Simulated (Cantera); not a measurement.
Feed: 1 mol Al, 0.83 mol HCl, 47 mol N2, 2.4 mol N2O, at 740 Pa.

Method: chemical equilibrium by Gibbs-energy minimisation in Cantera with the NASA 1993 tables (ideal gas, pure condensed phases). Candidate condensed phases: Al, AlCl3, AlN, Al2O3, H2O, NH4Cl; 45 gas species. Condensed phases not in the tables: AlOCl. The numbers say what is thermodynamically allowed, not how fast it happens.

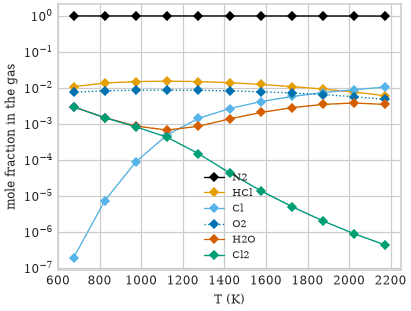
Fig. 1. Equilibrium gas composition (values under 1e-9 drawn at 1e-9)

Problem. Read off the mole fractions at 1725 K.

Solution. N2 about 0.97, HCl about 0.011, O2 about 0.0071, Cl about 0.0057, H2O about 0.0028, Cl2 about 5.0e-6.
